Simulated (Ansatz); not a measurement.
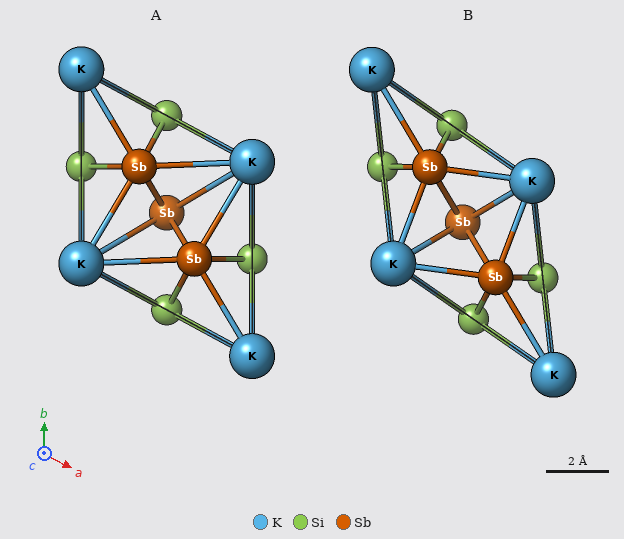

Two geometries of solid KSi$_{2}$Sb$_{3}$ (built on the LaAl2Cu3-65 type type), drawn at one scale. One is the start of a relaxation, the other its converged end. A ball-and-stick model of the cell of the calculation, seen along the c axis.

Method: DFT, PBEsol, plane waves, PAW in Ansatz 0.2.0. (plane-wave cutoff 420 eV; k-point mesh 4 × 4 × 4; occupations fermi dirac; smearing width 0.03 eV; no spin polarisation; cell and atoms relaxed; force threshold 0.01 eV/Å; at most 120 steps)

> Which of the two is the end point?

Structure B is the relaxed one. The largest moves relative to the cell, 0.23 Å, are those of Sb atoms. Si and K stay in place. Cell: a = b 6.327 → 6.352 Å (+0.4 %), c 5.023 → 5.081 Å (+1.2 %), γ 118.5° → 131.1°. Volume −12.6 %. Near-neighbour distances that change, for instance: Sb–Sb 3.771 → 3.077 Å, Si–Si 3.237 → 2.629 Å, K–Sb 4.097 → 3.656 Å, K–Sb 3.681 → 3.360 Å. Bond angles that change, for instance: K–Sb–K 123.2° → 103.0°, K–Sb–K 118.4° → 128.5°, Sb–Sb–Sb 110.2° → 101.1°. The space group stays Cmmm (No. 65). The energy falls by 142 meV per atom in 11 accepted moves (13 points after the start). The largest force component goes from 0.63 to 0.00057 eV/Å. Pressure: −3.43 GPa at the start and 0.00 GPa at the end. The line search rejected the trial step at point 3 of the run. The SCF was repeated once at an unchanged geometry on a basis and grid sized afresh for the cell, which shifted the energy by 0.2 meV per atom at most. Cost: 36 s on 2 threads of Intel(R) Xeon(R) Platinum 8488C (Sapphire Rapids) (shared host), peak memory 0.59 GiB.
